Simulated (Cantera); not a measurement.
Input: 1 mol SiHCl3, a varied amount of H2, at 1325 K and 10.0 mbar.

Cantera equilibrium calculation (NASA polynomials, part measured and part estimated; ideal gas, pure solids and liquids). Candidate condensed phases: Si; 19 gas species. The tables' values for SiCl3 are old estimates; treat these amounts as uncertain. Equilibrium is a limit: real reactors are often held back by kinetics, nucleation or transport.

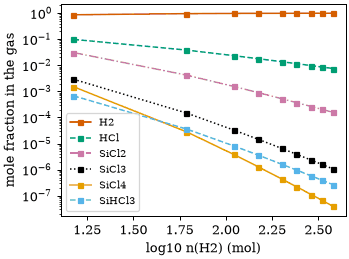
Figure: Equilibrium gas composition (values under 1e-9 drawn at 1e-9)

From 15 mol H2 to 380 mol H2 the condensed part is Si(s). The main Si-bearing gas is SiCl2 throughout. The share of Si in condensed phases is highest at 380 mol H2 (93.9 %) and lowest at 15 mol H2 (39.1 %).
